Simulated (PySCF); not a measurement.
# AlC: from the state search to spectroscopic constants, part 1 of 2

What are the lowest state that PBE0 finds, the bond length, vibrational wavenumber and bond energy of AlC, and how much do these hang on the method?

Method: Al x2c-TZVPPall, C x2c-TZVPPall, spin-free X2C with a Gaussian nucleus; program: PySCF 2.14.0.

## 1. Set-up

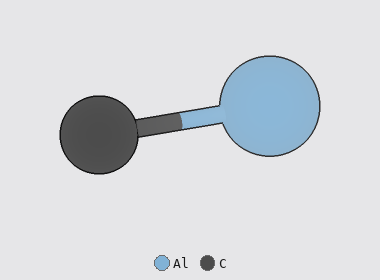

The two atoms at the starting distance (aluminium light blue, carbon dark grey).

A driver script around PySCF takes these settings:

```json
{
 "atoms": "Al, C",
 "charge": "0",
 "basis": "Al x2c-TZVPPall, C x2c-TZVPPall",
 "Hamiltonian": "spin-free X2C with a Gaussian nucleus",
 "basis functions": "73",
 "electrons treated": "19",
 "masses in u": "26.9815, 12.0000",
 "levels": "PBE0, PBE, r²SCAN, MN15, r²SCAN0, M06, BHandHLYP, CAM-B3LYP, HF, MP2, SCS-MP2, CCSD, CCSD(T)",
 "grid": "80 radial by 434 angular points",
 "occupations": "held fixed by the projection of orbital angular momentum",
 "dissociation limit": "Al + C, each in its ground configuration",
 "starting distance in angstrom": "1.905",
 "values of 2S to try": "1, 3"
}
```

Launch:

```
$ OMP_NUM_THREADS=1 python dia.py task.json out
```

After the search, every level is run at each distance in turn; below they are sorted by level.

## 2. State search with unrestricted PBE0

At the starting distance of 1.905 Å the search finds these solutions (others can lie among them):

```tsv
2Ms+1	unpaired	term	E (eV)	⟨S²⟩	⟨Lz²⟩	μ (D)
4	σ ↑, π ↑↑	⁴Σ⁻	0.00	3.76	0.00	-1.56
2	σ ↓, π ↑↑	not assigned	0.50	1.78	0.00	-2.26
2	σ ↑, π ↑↓	not assigned	0.58	1.77	2.01	-1.92
2	π ↑	not assigned	1.38	1.23	1.01	-3.28
2	σ ↑	not assigned	1.69	0.77	2.00	-1.84
2	π ↑	²Π	1.93	0.75	1.00	-0.75
4	σ ↑↑, π ↑	⁴Π	2.64	3.76	1.02	-3.69
4	π ↑↑↑	⁴Π	3.27	3.99	1.00	-1.52
```

8 of 11 solutions are listed, lowest first. Solutions whose top level lies above zero are left out, so the zero of the table need not be the lowest of all.

A term symbol stands only where ⟨S²⟩ and ⟨Lz²⟩ are near those of a pure state. A positive dipole means Al(−)C(+).

The most promising solutions are followed along the bond (rough minima from three points):

```tsv
2Ms+1	unpaired	R at minimum (Å)	energy at minimum (eV)
4	σ ↑, π ↑↑	1.97	0.00
2	σ ↓, π ↑↑	1.96	0.51
2	σ ↑, π ↑↓	1.97	0.59
2	π ↑	not bracketed	≤ 1.37
```

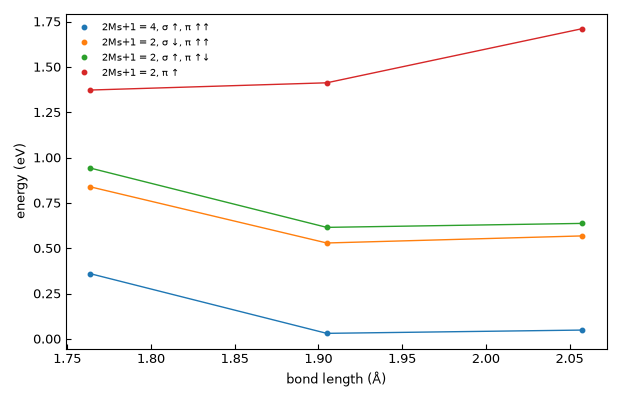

The followed solutions along the bond.

The search made 11 SCF attempts at the starting distance; with the short scans it took 25 s of wall time (1 thread of Intel Xeon Platinum 8488C (Sapphire Rapids), shared host).

## 3. PBE0 along the bond

State followed: ⁴Σ⁻ (quartet), unpaired electrons σ ↑, π ↑↑. The scan is laid around 1.969 Å.

Output of the SCF at 1.969 Å:

```text
******** <class 'pyscf.dft.uks_symm.SymAdaptedUKS'> ********
method = SymAdaptedUKS
initial guess = minao
damping factor = 0
level_shift factor = 0
DIIS = <class 'pyscf.scf.diis.CDIIS'>
diis_start_cycle = 1
diis_space = 10
diis_damp = 0
SCF conv_tol = 1e-09
SCF conv_tol_grad = None
SCF max_cycles = 60
direct_scf = False
max_memory 2100 MB (current use 414 MB)
number electrons alpha = 11  beta = 8
XC library pyscf.dft.libxc version 7.0.0
    S. Lehtola, C. Steigemann, M. J.T. Oliveira, and M. A.L. Marques.,  SoftwareX 7, 1–5 (2018)
XC functionals = PBE0
    C. Adamo and V. Barone.,  J. Chem. Phys. 110, 6158 (1999)
    M. Ernzerhof and G. E. Scuseria.,  J. Chem. Phys. 110, 5029 (1999)
small_rho_cutoff = 0
Overwritten attributes  get_k get_j get_hcore get_jk get_occ  of <class 'pyscf.dft.uks_symm.SymAdaptedUKS'>
<class 'pyscf.dft.uks_symm.SymAdaptedUKS'> does not have attributes  refdm
Set gradient conv threshold to 3.16228e-05
init E= -280.637547353923
cycle= 1 E= -280.639413993388  delta_E= -0.00187  |g|= 0.0148  |ddm|= 0.0454
cycle= 2 E= -280.639193081959  delta_E= 0.000221  |g|= 0.0232  |ddm|= 0.0421
cycle= 3 E= -280.639611947707  delta_E= -0.000419  |g|= 0.0015  |ddm|= 0.0238
cycle= 4 E= -280.639613006214  delta_E= -1.06e-06  |g|= 0.0006  |ddm|= 0.00181
cycle= 5 E= -280.639613441206  delta_E= -4.35e-07  |g|= 0.00012  |ddm|= 0.001
cycle= 6 E= -280.639613509183  delta_E= -6.8e-08  |g|= 6.48e-05  |ddm|= 0.000569
cycle= 7 E= -280.639613520359  delta_E= -1.12e-08  |g|= 2.53e-05  |ddm|= 0.00026
cycle= 8 E= -280.639613521796  delta_E= -1.44e-09  |g|= 3.45e-06  |ddm|= 9.97e-05
cycle= 9 E= -280.639613521814  delta_E= -1.86e-11  |g|= 1.48e-06  |ddm|= 9.55e-06
Extra cycle  E= -280.639613521816  delta_E= -1.99e-12  |g|= 1.33e-06  |ddm|= 3.87e-06
converged SCF energy = -280.639613521816  <S^2> = 3.7550643  2S+1 = 4.0025313
```

Points of the scan, energies from the lowest:

```tsv
R (Å)	E (eV)	μ (D)	Mulliken charge of Al (e)	Mayer bond order	⟨S²⟩	HOMO (eV)	LUMO (eV)
1.6933	0.7270	-0.99	0.18	1.53	3.75	-6.29	-3.13
1.7721	0.3225	-1.18	0.18	1.49	3.75	-6.34	-2.97
1.8509	0.1006	-1.40	0.19	1.43	3.75	-6.38	-2.83
1.9099	0.0221	-1.57	0.20	1.39	3.76	-6.40	-2.73
1.9690	0.0000	-1.76	0.22	1.34	3.76	-6.42	-2.65
2.0281	0.0211	-1.96	0.24	1.29	3.76	-6.44	-2.57
2.1068	0.0989	-2.25	0.27	1.23	3.76	-6.44	-2.49
2.2053	0.2506	-2.62	0.31	1.16	3.76	-6.42	-2.42
2.3234	0.4795	-3.08	0.34	1.08	3.76	-6.34	-2.37
2.4809	0.8195	-3.70	0.38	1.01	3.76	-6.04	-2.36
```

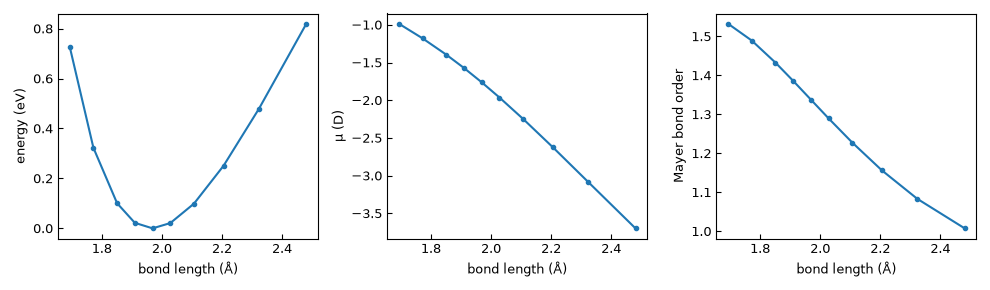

PBE0 along the bond.

Constants from the curve: Re = 1.967 Å, ωe = 638 cm⁻¹, ωexe = 4.19 cm⁻¹, αe = 0.00516 cm⁻¹, Be = 0.5246 cm⁻¹, De = 3.54 eV, μ = -1.76 D.

Orbitals nearest the gap at 1.969 Å:

```tsv
spin	orbital	ε (eV)	filled	made of
α	σ	-17.17	yes	C s 80 %, Al s 10 %
β	σ	-13.49	yes	C s 68 %, Al s 20 %
α	σ	-9.50	yes	Al s 48 %, C p 42 %, C s 10 %
β	σ	-7.43	yes	Al s 71 %, C s 14 %
α	π	-7.20	yes	C p 82 %, Al p 13 %
α	π	-7.20	yes	C p 82 %, Al p 13 %
α	σ	-6.42	yes	Al s 38 %, C p 32 %, Al p 28 %
β	π	-2.65	no	Al p 61 %, C p 37 %
β	π	-2.65	no	Al p 61 %, C p 37 %
α	π	-1.41	no	Al p 88 %, C p 9 %
α	π	-1.41	no	Al p 88 %, C p 9 %
```

Polarisability there: 74.3 bohr³ along the bond, 43.3 across it. Without diffuse functions these come out too small, above all across the bond.

## 4. Fields at the reference distance

The fields below are evaluated on a grid from the run's orbitals.

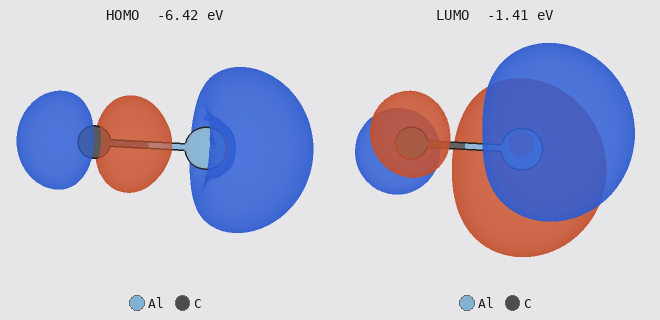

PBE0 orbitals (alpha spin) near the gap, drawn at the value that encloses 70 % of each; the two colours are the two signs.

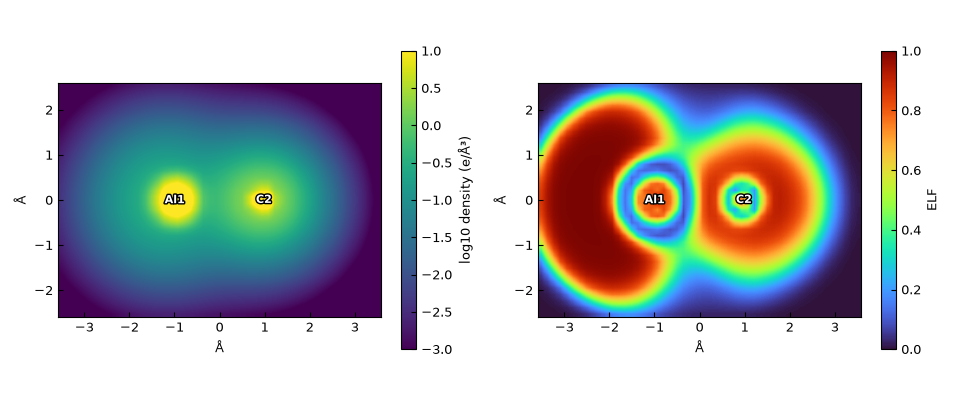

Density (left) and ELF (right) in a plane through or near 2 of the atoms.

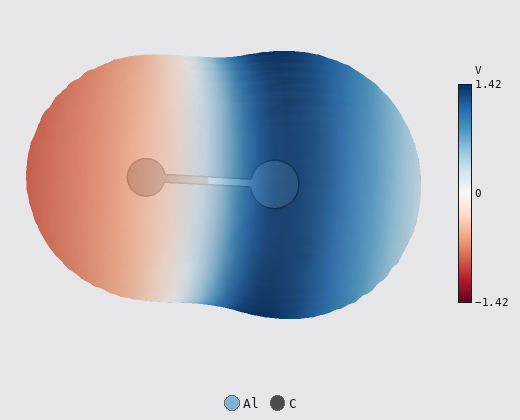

Electrostatic potential on the surface of density 0.002 e/bohr³; red is low, blue high. It runs from -0.82 V near C2 to 1.42 V near Al1.

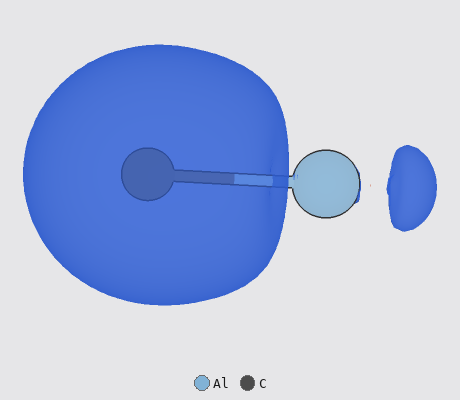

Spin density at ±0.04 e/Å³ (alpha excess blue, beta excess red).

## 5. Other states along the same grid

State 2: Ms = 0.5 determinant of mixed spin (⟨S²⟩ = 1.78), unpaired electrons σ ↓, π ↑↑, an excited solution.

The SCF at the reference distance, 1.969 Å, printed:

```text
[... 13 set-up lines left out, the same as in an earlier log ...]
max_memory 2100 MB (current use 462 MB)
number electrons alpha = 10  beta = 9
[... 7 set-up lines left out, the same as in an earlier log ...]
init E= -280.618158707079
cycle= 1 E= -280.620801462369  delta_E= -0.00264  |g|= 0.0132  |ddm|= 0.0433
cycle= 2 E= -280.620619680633  delta_E= 0.000182  |g|= 0.0211  |ddm|= 0.0371
cycle= 3 E= -280.620957201166  delta_E= -0.000338  |g|= 0.00179  |ddm|= 0.022
cycle= 4 E= -280.620959257592  delta_E= -2.06e-06  |g|= 0.000742  |ddm|= 0.00289
cycle= 5 E= -280.620960145893  delta_E= -8.88e-07  |g|= 0.000178  |ddm|= 0.00166
cycle= 6 E= -280.620960270345  delta_E= -1.24e-07  |g|= 5.32e-05  |ddm|= 0.000889
cycle= 7 E= -280.620960277694  delta_E= -7.35e-09  |g|= 2e-05  |ddm|= 0.000222
cycle= 8 E= -280.62096027828  delta_E= -5.86e-10  |g|= 2.33e-06  |ddm|= 5.02e-05
Extra cycle  E= -280.620960278292  delta_E= -1.27e-11  |g|= 9.16e-07  |ddm|= 5.62e-06
converged SCF energy = -280.620960278292  <S^2> = 1.7785344  2S+1 = 2.8485325
```

Re = 1.956 Å, ωe = 652 cm⁻¹; the determinant mixes terms (⟨S²⟩ = 1.78, ⟨Lz²⟩ = 0.00), so these belong to no real state. Its minimum lies 0.51 eV above that of the lowest state.

State 3: Ms = 0.5 determinant of mixed spin (⟨S²⟩ = 1.77), unpaired electrons σ ↑, π ↑↓, an excited solution.

The SCF at the reference distance, 1.969 Å, printed:

```text
[... 13 set-up lines left out, the same as in an earlier log ...]
max_memory 2100 MB (current use 472 MB)
[... 8 set-up lines left out, the same as in an earlier log ...]
init E= -280.615673629524
cycle= 1 E= -280.617902010589  delta_E= -0.00223  |g|= 0.0136  |ddm|= 0.0439
cycle= 2 E= -280.617666664019  delta_E= 0.000235  |g|= 0.0228  |ddm|= 0.0395
cycle= 3 E= -280.618070211973  delta_E= -0.000404  |g|= 0.00171  |ddm|= 0.0234
cycle= 4 E= -280.618071879064  delta_E= -1.67e-06  |g|= 0.000725  |ddm|= 0.00248
cycle= 5 E= -280.618072680833  delta_E= -8.02e-07  |g|= 0.000166  |ddm|= 0.00151
cycle= 6 E= -280.618072810932  delta_E= -1.3e-07  |g|= 6.74e-05  |ddm|= 0.00088
cycle= 7 E= -280.618072823511  delta_E= -1.26e-08  |g|= 2.48e-05  |ddm|= 0.000299
cycle= 8 E= -280.618072824561  delta_E= -1.05e-09  |g|= 3e-06  |ddm|= 7.54e-05
cycle= 9 E= -280.61807282458  delta_E= -1.89e-11  |g|= 1.13e-06  |ddm|= 8.31e-06
Extra cycle  E= -280.618072824581  delta_E= -5.12e-13  |g|= 1.2e-06  |ddm|= 3.2e-06
converged SCF energy = -280.618072824581  <S^2> = 1.7685666  2S+1 = 2.8415254
```

Re = 1.965 Å, ωe = 641 cm⁻¹; the determinant mixes terms (⟨S²⟩ = 1.77, ⟨Lz²⟩ = 2.01), so these belong to no real state. Its minimum lies 0.59 eV above that of the lowest state.

State 4: Ms = 0.5 determinant of mixed spin (⟨S²⟩ = 1.25), unpaired electrons π ↑, an excited solution.

The SCF at the reference distance, 1.969 Å, printed:

```text
[... 13 set-up lines left out, the same as in an earlier log ...]
max_memory 2100 MB (current use 473 MB)
[... 8 set-up lines left out, the same as in an earlier log ...]
init E= -280.575749134675
cycle= 1 E= -280.583450621387  delta_E= -0.0077  |g|= 0.0212  |ddm|= 0.0441
cycle= 2 E= -280.580664384651  delta_E= 0.00279  |g|= 0.0634  |ddm|= 0.0823
cycle= 3 E= -280.583904919692  delta_E= -0.00324  |g|= 0.00407  |ddm|= 0.0584
cycle= 4 E= -280.583920452445  delta_E= -1.55e-05  |g|= 0.00266  |ddm|= 0.00658
cycle= 5 E= -280.58393631001  delta_E= -1.59e-05  |g|= 0.00105  |ddm|= 0.00639
cycle= 6 E= -280.583943041399  delta_E= -6.73e-06  |g|= 0.000421  |ddm|= 0.00737
cycle= 7 E= -280.583943563  delta_E= -5.22e-07  |g|= 0.000104  |ddm|= 0.00195
cycle= 8 E= -280.583943621724  delta_E= -5.87e-08  |g|= 6.54e-05  |ddm|= 0.000471
cycle= 9 E= -280.583943662222  delta_E= -4.05e-08  |g|= 4.5e-05  |ddm|= 0.00042
cycle= 10 E= -280.583943703388  delta_E= -4.12e-08  |g|= 3.43e-05  |ddm|= 0.000575
cycle= 11 E= -280.583943734012  delta_E= -3.06e-08  |g|= 1.4e-05  |ddm|= 0.000808
cycle= 12 E= -280.583943737039  delta_E= -3.03e-09  |g|= 1.78e-06  |ddm|= 0.000321
cycle= 13 E= -280.583943737049  delta_E= -9.72e-12  |g|= 8.21e-07  |ddm|= 1.25e-05
Extra cycle  E= -280.583943737046  delta_E= 3.07e-12  |g|= 2.2e-06  |ddm|= 2.89e-06
converged SCF energy = -280.583943737046  <S^2> = 1.2322312  2S+1 = 2.4349384
```

Re = 1.814 Å, ωe = 795 cm⁻¹; the determinant mixes terms (⟨S²⟩ = 1.25, ⟨Lz²⟩ = 1.01), so these belong to no real state. Its minimum lies 1.34 eV above that of the lowest state.

Energy (eV) from the lowest point of the lowest state:

```tsv
R (Å)	lowest	state 2	state 3	state 4
1.693	0.727	1.199	1.310	1.518
1.772	0.322	0.803	0.905	1.360
1.851	0.101	0.591	0.684	1.353
1.910	0.022	0.521	0.607	1.415
1.969	0.000	0.508	0.586	1.515
2.028	0.021	0.537	0.609	1.639
2.107	0.099	0.624	0.688	1.825
2.205	0.251	0.785	0.841	2.065
2.323	0.480	1.020	1.071	2.338
2.481	0.820	1.362	1.409	2.649
```

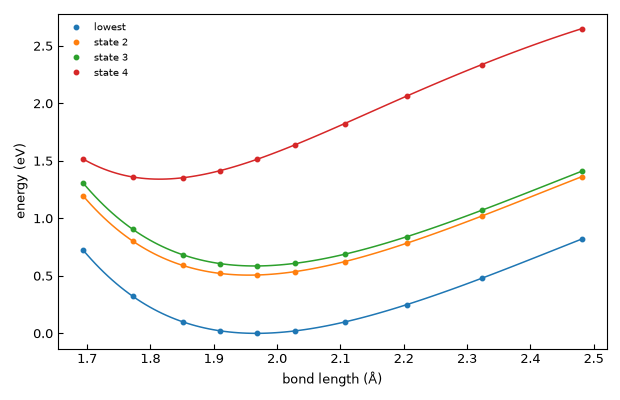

PBE0 curves of the followed states.

## 6. PBE (GGA)

Output of the SCF at 1.969 Å:

```text
[... 17 set-up lines left out, the same as in an earlier log ...]
XC functionals = PBE
    J. P. Perdew, K. Burke, and M. Ernzerhof.,  Phys. Rev. Lett. 77, 3865 (1996)
    J. P. Perdew, K. Burke, and M. Ernzerhof.,  Phys. Rev. Lett. 78, 1396 (1997)
    J. P. Perdew, K. Burke, and M. Ernzerhof.,  Phys. Rev. Lett. 77, 3865 (1996)
    J. P. Perdew, K. Burke, and M. Ernzerhof.,  Phys. Rev. Lett. 78, 1396 (1997)
[... 2 set-up lines left out, the same as in an earlier log ...]
init E= -280.615865092437
cycle= 1 E= -280.617757525466  delta_E= -0.00189  |g|= 0.0113  |ddm|= 0.0843
cycle= 2 E= -280.617455807721  delta_E= 0.000302  |g|= 0.0221  |ddm|= 0.0395
cycle= 3 E= -280.617858695309  delta_E= -0.000403  |g|= 0.00551  |ddm|= 0.0289
cycle= 4 E= -280.617880790229  delta_E= -2.21e-05  |g|= 0.0015  |ddm|= 0.00784
cycle= 5 E= -280.61788321158  delta_E= -2.42e-06  |g|= 0.000238  |ddm|= 0.0033
cycle= 6 E= -280.617883280322  delta_E= -6.87e-08  |g|= 5.64e-05  |ddm|= 0.000635
cycle= 7 E= -280.617883282365  delta_E= -2.04e-09  |g|= 3.3e-05  |ddm|= 8.32e-05
cycle= 8 E= -280.617883283275  delta_E= -9.1e-10  |g|= 4.9e-06  |ddm|= 4.98e-05
Extra cycle  E= -280.6178832832  delta_E= 7.51e-11  |g|= 1.06e-05  |ddm|= 1.68e-05
converged SCF energy = -280.6178832832  <S^2> = 3.7531849  2S+1 = 4.0015921
```

Re = 1.977 Å, ωe = 621 cm⁻¹, ωexe = 4.49 cm⁻¹, αe = 0.00543 cm⁻¹, Be = 0.5193 cm⁻¹, De = 3.74 eV, μ = -1.91 D. 12 s of CPU time for 12 points, integrals apart.

## 7. r²SCAN (meta-GGA)

The SCF at the reference distance, 1.969 Å, printed:

```text
[... 17 set-up lines left out, the same as in an earlier log ...]
XC functionals = R2SCAN
    J. W. Furness, A. D. Kaplan, J. Ning, J. P. Perdew, and J. Sun.,  J. Phys. Chem. Lett. 11, 8208-8215 (2020)
    J. W. Furness, A. D. Kaplan, J. Ning, J. P. Perdew, and J. Sun.,  J. Phys. Chem. Lett. 11, 9248-9248 (2020)
    J. W. Furness, A. D. Kaplan, J. Ning, J. P. Perdew, and J. Sun.,  J. Phys. Chem. Lett. 11, 8208-8215 (2020)
    J. W. Furness, A. D. Kaplan, J. Ning, J. P. Perdew, and J. Sun.,  J. Phys. Chem. Lett. 11, 9248-9248 (2020)
[... 2 set-up lines left out, the same as in an earlier log ...]
init E= -280.750969996982
cycle= 1 E= -280.751640625287  delta_E= -0.000671  |g|= 0.00758  |ddm|= 0.0959
cycle= 2 E= -280.751630759951  delta_E= 9.87e-06  |g|= 0.00704  |ddm|= 0.0135
cycle= 3 E= -280.751647629781  delta_E= -1.69e-05  |g|= 0.00444  |ddm|= 0.0118
cycle= 4 E= -280.751664875524  delta_E= -1.72e-05  |g|= 0.0007  |ddm|= 0.00555
cycle= 5 E= -280.751665300676  delta_E= -4.25e-07  |g|= 8.89e-05  |ddm|= 0.000973
cycle= 6 E= -280.751665308361  delta_E= -7.69e-09  |g|= 2.81e-05  |ddm|= 0.000164
cycle= 7 E= -280.751665309378  delta_E= -1.02e-09  |g|= 8.36e-06  |ddm|= 6.2e-05
cycle= 8 E= -280.751665309556  delta_E= -1.78e-10  |g|= 4.06e-06  |ddm|= 3.46e-05
Extra cycle  E= -280.751665309539  delta_E= 1.69e-11  |g|= 6.47e-06  |ddm|= 1.23e-05
converged SCF energy = -280.751665309539  <S^2> = 3.7562407  2S+1 = 4.0031191
```

Re = 1.969 Å, ωe = 639 cm⁻¹, ωexe = 4.31 cm⁻¹, αe = 0.00517 cm⁻¹, Be = 0.5236 cm⁻¹, De = 3.64 eV, μ = -1.64 D.

## 8. MN15

The SCF at the reference distance, 1.969 Å, printed:

```text
[... 17 set-up lines left out, the same as in an earlier log ...]
XC functionals = MN15
    H. S. Yu, X. He, S. L. Li, and D. G. Truhlar.,  Chem. Sci. 7, 5032-5051 (2016)
    H. S. Yu, X. He, S. L. Li, and D. G. Truhlar.,  Chem. Sci. 7, 5032-5051 (2016)
[... 2 set-up lines left out, the same as in an earlier log ...]
init E= -280.72456885875
cycle= 1 E= -280.739823895654  delta_E= -0.0153  |g|= 0.0295  |ddm|= 0.25
cycle= 2 E= -280.739920239108  delta_E= -9.63e-05  |g|= 0.013  |ddm|= 0.0317
cycle= 3 E= -280.739975681638  delta_E= -5.54e-05  |g|= 0.00677  |ddm|= 0.0175
cycle= 4 E= -280.740009627619  delta_E= -3.39e-05  |g|= 0.00132  |ddm|= 0.00738
cycle= 5 E= -280.740010985425  delta_E= -1.36e-06  |g|= 0.000344  |ddm|= 0.00227
cycle= 6 E= -280.740011271578  delta_E= -2.86e-07  |g|= 7.13e-05  |ddm|= 0.00182
cycle= 7 E= -280.740011286073  delta_E= -1.45e-08  |g|= 2.55e-05  |ddm|= 0.00048
cycle= 8 E= -280.740011287889  delta_E= -1.82e-09  |g|= 1.03e-05  |ddm|= 0.000116
cycle= 9 E= -280.740011288268  delta_E= -3.79e-10  |g|= 4.34e-06  |ddm|= 4.1e-05
Extra cycle  E= -280.740011288321  delta_E= -5.34e-11  |g|= 2.47e-06  |ddm|= 1.83e-05
converged SCF energy = -280.740011288321  <S^2> = 3.753338  2S+1 = 4.0016686
```

Re = 1.970 Å, ωe = 628 cm⁻¹, ωexe = 4.14 cm⁻¹, αe = 0.00518 cm⁻¹, Be = 0.5228 cm⁻¹, De = 3.67 eV, μ = -1.87 D.

## 9. r²SCAN0

Log of the SCF at 1.969 Å:

```text
[... 13 set-up lines left out, the same as in an earlier log ...]
max_memory 2100 MB (current use 474 MB)
[... 3 set-up lines left out, the same as in an earlier log ...]
XC functionals = HYB_MGGA_XC_R2SCAN0
    M. Bursch, H. Neugebauer, S. Ehlert, and S. Grimme.,  J. Chem. Phys. 156, 134105 (2022)
[... 2 set-up lines left out, the same as in an earlier log ...]
init E= -280.74228741608
cycle= 1 E= -280.743123548253  delta_E= -0.000836  |g|= 0.00924  |ddm|= 0.0699
cycle= 2 E= -280.743190561107  delta_E= -6.7e-05  |g|= 0.00444  |ddm|= 0.0149
cycle= 3 E= -280.743207445433  delta_E= -1.69e-05  |g|= 0.00208  |ddm|= 0.00568
cycle= 4 E= -280.743215806599  delta_E= -8.36e-06  |g|= 0.00173  |ddm|= 0.00546
cycle= 5 E= -280.743221197649  delta_E= -5.39e-06  |g|= 0.000369  |ddm|= 0.00433
cycle= 6 E= -280.743221760186  delta_E= -5.63e-07  |g|= 0.000102  |ddm|= 0.00193
cycle= 7 E= -280.743221786637  delta_E= -2.65e-08  |g|= 2.22e-05  |ddm|= 0.000416
cycle= 8 E= -280.743221787705  delta_E= -1.07e-09  |g|= 1.1e-05  |ddm|= 5.25e-05
cycle= 9 E= -280.743221788175  delta_E= -4.7e-10  |g|= 2.61e-06  |ddm|= 5.69e-05
Extra cycle  E= -280.743221788189  delta_E= -1.33e-11  |g|= 1.57e-06  |ddm|= 7e-06
converged SCF energy = -280.743221788189  <S^2> = 3.7576819  2S+1 = 4.0038391
```

Re = 1.963 Å, ωe = 648 cm⁻¹, ωexe = 4.16 cm⁻¹, αe = 0.00504 cm⁻¹, Be = 0.5267 cm⁻¹, De = 3.47 eV, μ = -1.57 D.

## 10. M06

Log of the SCF at 1.969 Å:

```text
[... 17 set-up lines left out, the same as in an earlier log ...]
XC functionals = M06
    Y. Zhao and D. G. Truhlar.,  Theor. Chem. Acc. 120, 215 (2008)
    Y. Zhao and D. G. Truhlar.,  Theor. Chem. Acc. 120, 215 (2008)
[... 2 set-up lines left out, the same as in an earlier log ...]
init E= -280.764478694901
cycle= 1 E= -280.766554667903  delta_E= -0.00208  |g|= 0.0139  |ddm|= 0.175
cycle= 2 E= -280.766500374342  delta_E= 5.43e-05  |g|= 0.016  |ddm|= 0.0348
cycle= 3 E= -280.766696216372  delta_E= -0.000196  |g|= 0.00297  |ddm|= 0.019
cycle= 4 E= -280.766705640239  delta_E= -9.42e-06  |g|= 0.000738  |ddm|= 0.00662
cycle= 5 E= -280.76670623294  delta_E= -5.93e-07  |g|= 0.000228  |ddm|= 0.00181
cycle= 6 E= -280.766706364733  delta_E= -1.32e-07  |g|= 7.65e-05  |ddm|= 0.00101
cycle= 7 E= -280.766706379806  delta_E= -1.51e-08  |g|= 3.28e-05  |ddm|= 0.00036
cycle= 8 E= -280.766706381898  delta_E= -2.09e-09  |g|= 4.76e-06  |ddm|= 0.000151
cycle= 9 E= -280.766706381933  delta_E= -3.51e-11  |g|= 8.55e-07  |ddm|= 1.3e-05
Extra cycle  E= -280.766706381934  delta_E= -1.25e-12  |g|= 3.41e-07  |ddm|= 3.63e-06
converged SCF energy = -280.766706381934  <S^2> = 3.7560766  2S+1 = 4.0030372
```

Re = 1.962 Å, ωe = 640 cm⁻¹, ωexe = 4.13 cm⁻¹, αe = 0.00530 cm⁻¹, Be = 0.5274 cm⁻¹, De = 3.69 eV, μ = -1.83 D.

(Continued in part 2 of 2.)
